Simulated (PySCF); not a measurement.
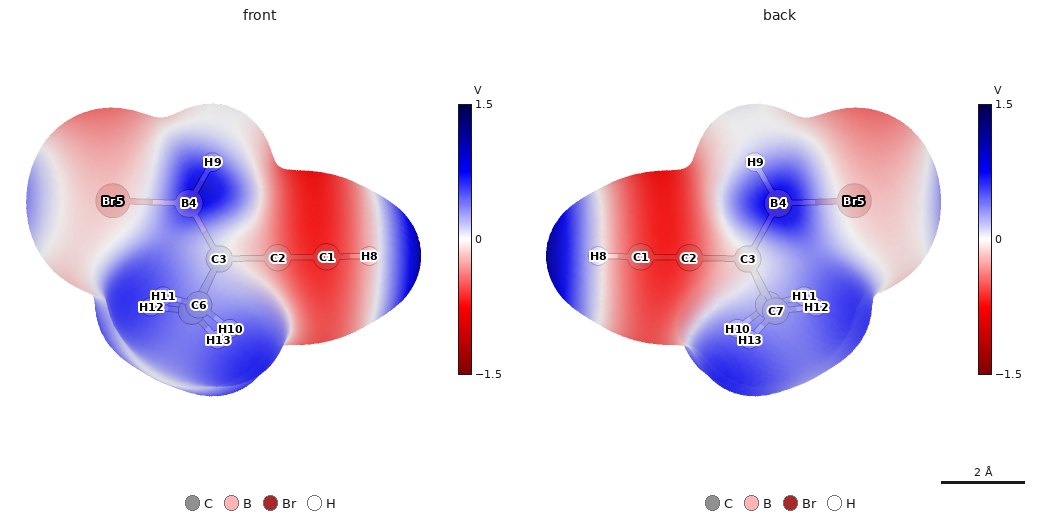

C5H6BBr (SMILES C#CC1(BBr)CC1). The electrostatic potential painted on the density surface at 0.001 e/bohr³, seen from the front and from behind; red is negative and blue positive.

Geometry: GFN2-xTB.

All numbers below come from PySCF 2.14.0, wB97X-D/def2-SVPD, SCF density, gas phase.

```
atom    x (Å)    y (Å)    z (Å)
   C   1.7466  -1.6121   1.1393
   C   1.0328  -0.8240   0.5882
   C   0.1712   0.1179  -0.0706
   B   0.8538   1.2830  -0.8223
  Br  -0.1797   2.5672  -1.7046
   C  -1.1852   0.3318   0.6181
   C  -1.1358  -0.4834  -0.6100
   H   2.3732  -2.3011   1.6210
   H   2.0205   1.3931  -0.8612
   H  -1.3189  -0.1666   1.5668
   H  -1.6173   1.3214   0.5720
   H  -1.5310  -0.0712  -1.5275
   H  -1.2345  -1.5556  -0.5269
```

**Describe the electrostatic potential map.**

The most negative region (about −0.7 V) lies over C1 and C2, the most positive (about +1.1 V) over H8. Br5 shows a σ-hole: about +0.3 V at the tip opposite its bond, against about −0.1 V on its flanks.
